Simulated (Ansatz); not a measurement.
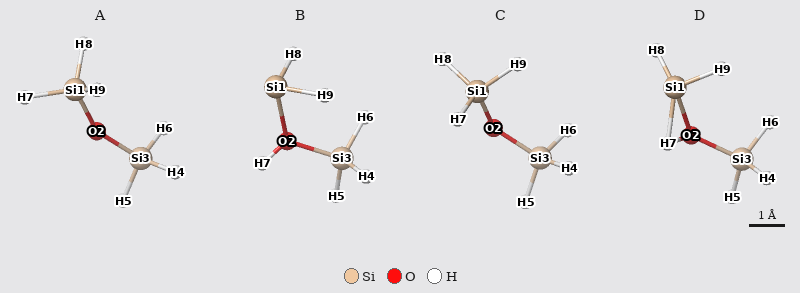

4 geometries from a converged minimum-energy path of Si₂H₆O, shuffled. A ball-and-stick model, seen from a free direction.

Theory: RKS B3LYP-D4/def2-SVP (Ansatz 0.2.0). Run with 7 movable images; climbing image; force threshold 0.05 eV/Å; iteration limit 60; starting path through a guess of the saddle point.

Question: Which frame is the top of the path?

Answer: D. In order along the path, whose images run from 0 to 8: A (image 0, 0.00 eV), C (image 3, +0.04 eV), D (image 5, +3.40 eV), B (image 8, +2.51 eV). A hydrogen atom shifts from one atom to another. Breaking: Si1–H7 (1.49 → 1.66 at the top → 2.59 Å). Forming: O2–H7 (2.56 → 1.24 at the top → 0.97 Å).

Cost: 2.7 min on 1 thread of AMD EPYC 9R45 96-Core Processor (Zen 5) (shared host), peak memory 0.17 GiB.
